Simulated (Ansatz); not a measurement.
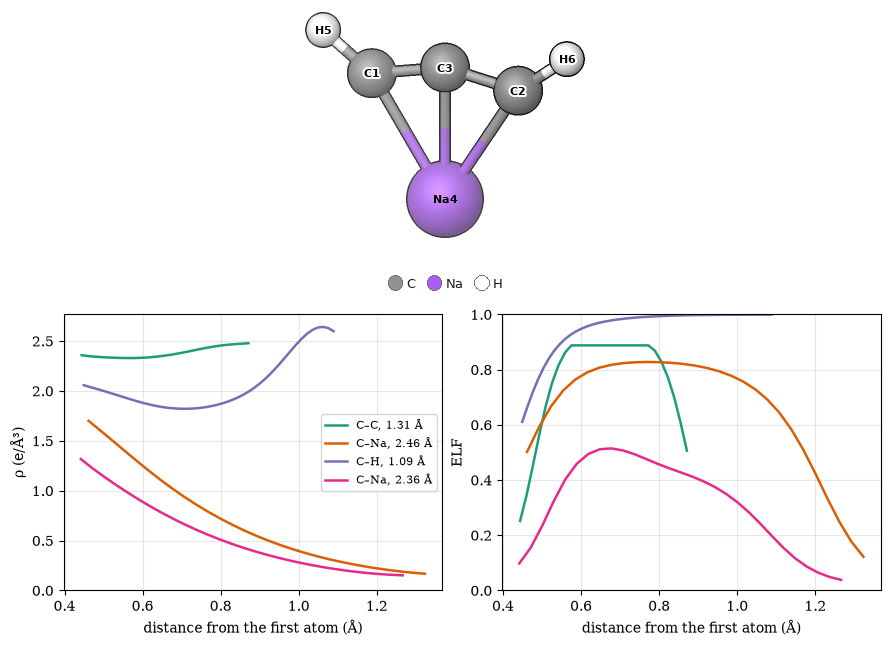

The picture shows: C3H2Na (SMILES [CH]1[C]2[CH][Na]12) (doublet). Total electron density and electron localisation function along straight lines between neighbouring atoms. The curves leave out the atomic cores. The structure is drawn too.

Geometry: r2SCAN-D4/def2-SVP.

Method: isolated molecule in a Gaussian basis; Kohn-Sham density functional theory, functional PBE0 in Ansatz 0.2.0.

```xyz
6

C     1.4001   -0.7460    0.4421
C    -1.1471   -0.4570    0.7152
C     0.1057   -0.8499    0.6473
Na    0.2954    1.4133    0.0221
H     2.1949   -1.4855    0.5287
H    -2.0497   -1.0040    0.9839
```

**Compare the contacts.**

C–C (1.31 Å): ρ at the midpoint is about 2.4 e/Å³; the ELF peaks at about 0.90 between the atoms (a short, multiple covalent bond).
C–Na (2.46 Å): ρ is about 0.2 e/Å³ halfway; the ELF peaks at about 0.85 in the valence shell of C, 0.8 Å from its nucleus, and is about 0.35 at the midpoint.
C–H (1.09 Å): ρ at the midpoint is about 1.9 e/Å³; the ELF climbs to about 1 towards the hydrogen, as it does in any bond to H: an ordinary covalent bond to hydrogen.
C–Na (2.36 Å): ρ is about 0.17 e/Å³ halfway; the ELF peaks at about 0.50 in the valence shell of C, 0.7 Å from its nucleus, and is about 0.10 at the midpoint.
